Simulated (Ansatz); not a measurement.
BCl$_{2}$H$_{3}$Si···H$_{2}$O

```xyz
10

B     0.1142    0.4144    0.0365
O    -0.2043   -0.3766    1.6192
H    -0.9820    0.0647    2.0363
Cl    1.5969   -0.5193   -0.5043
Cl   -1.4534    0.0384   -0.8383
Si    0.4233    2.3779    0.4974
H     1.5694    2.5257    1.4622
H     0.7175    3.2144   -0.7068
H    -0.7782    2.9613    1.1915
H     0.5702   -0.2164    2.2091
```

All numbers below come from RKS BLYP-D4/6-31G* (Ansatz 0.2.0).

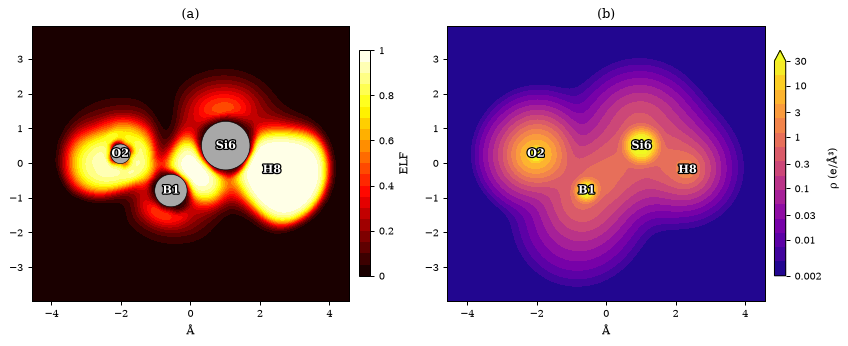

Figure 1. (a) electron localisation function; (b) total electron density on the plane of atoms B1, Si6 and H8. Grey discs cover the atomic cores in the ELF map.

### Interpret the plot.

- The plane passes through B, O, Si and H nuclei.
- B1···O2 (1.80 Å): the density falls to about 0.48 e/Å³ on the way; the ELF peaks at about 0.90 between the atoms.
- Si–B (2.04 Å): ρ is about 0.79 e/Å³ halfway; the ELF peaks at about 1 between the atoms; a shared electron pair.
- Si–H (1.50 Å): ρ at the midpoint is about 0.76 e/Å³; the ELF climbs to about 1 towards the hydrogen, as it does in any bond to H.
- The ELF also peaks beside O2, away from the bonds: lone-pair regions.

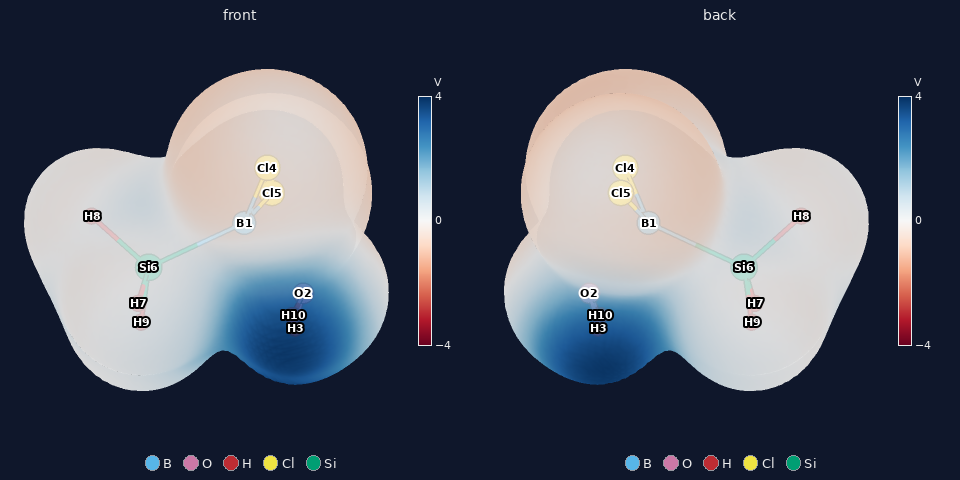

Figure 2. The molecular electrostatic potential painted on the density surface at 0.002 e/bohr³, seen from the front and from behind; the colour scale runs from red (negative) to blue (positive).

### Which sites attract a positive test charge, and which a negative one?

A positive charge is drawn to the negative regions and a negative charge to the positive ones. The most negative region (about −1.0 V, or −23 kcal/mol for a unit charge) lies over Cl4 and Cl5, the most positive (about +3.8 V, or +88 kcal/mol for a unit charge) over H3 and H10.

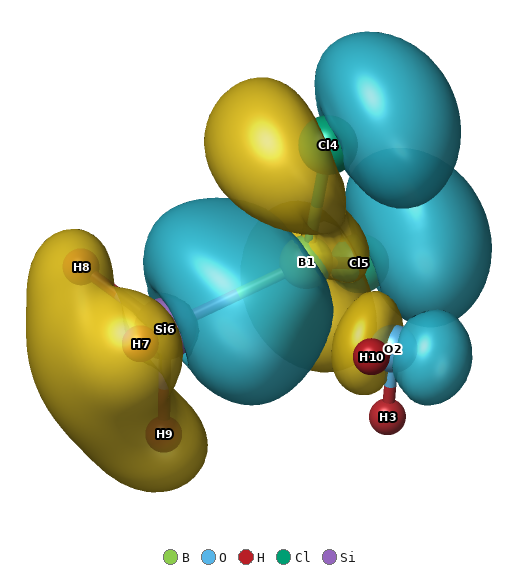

Figure 3. The HOMO at ±0.06 Å⁻³ᐟ² (yellow and cyan are the two phases), seen at a tilt.

### Where does this orbital lie, and at what energy?

It lies mainly on Cl4 (about 25 %), Cl5 (about 25 %), Si6 (about 25 %) and B1 (about 20 %). Its energy is −6.12 eV.
